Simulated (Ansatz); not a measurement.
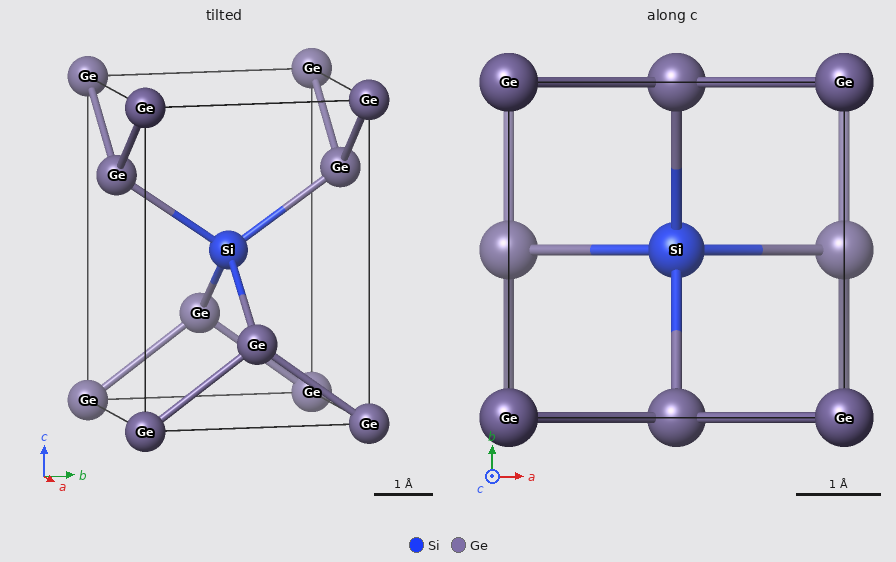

Crystal structure, ball-and-stick style, seen slightly off an axis and along the c axis. The frame is the conventional unit cell; atoms at its boundary are shown with their periodic copies.

SiGe3, space group P-4m2 (No. 115), a = 4.013 Å, b = 4.013 Å, c = 5.680 Å, α = 90.00°, β = 90.00°, γ = 90.00°. Starting structure: a structure type filled with these elements by a generator (whether the compound takes this form wasn't checked). Earlier steps of the study, as a rule a relaxation of our own, may have changed the cell and positions, so they can lie some per cent off the listed ones. It went into a calculation with Ansatz.

This one geometry was computed with Ansatz (DFT, plane waves, PAW) at three levels of theory: PBE, r2SCAN and LDA.

### Which level gives the highest pressure at this volume, and what does that say about its equilibrium volume?

Highest: PBE (0.0 GPa), which points to the largest equilibrium volume. Lowest, with the smallest volume: LDA (-4.3 GPa). Levels within 0.5 GPa of each other can't be told apart.

### How does the band gap change with the level of theory?

LDA: a gap of 0.02 eV, indirect; PBE: a gap of 0.16 eV, indirect; r2SCAN: a gap of 0.43 eV, indirect.

### Collect the results in a table.

| level | cutoff (eV) | k-mesh of the run's cell | gap (eV) | pressure (GPa) |
| --- | --- | --- | --- | --- |
| PBE | 420 | 10×10×6 | 0.16 | 0.0 |
| r2SCAN | 500 | 10×10×6 | 0.43 | -2.6 |
| LDA | 420 | 10×10×6 | 0.02 | -4.3 |

Gaps are taken on the k-mesh or band path of each run.
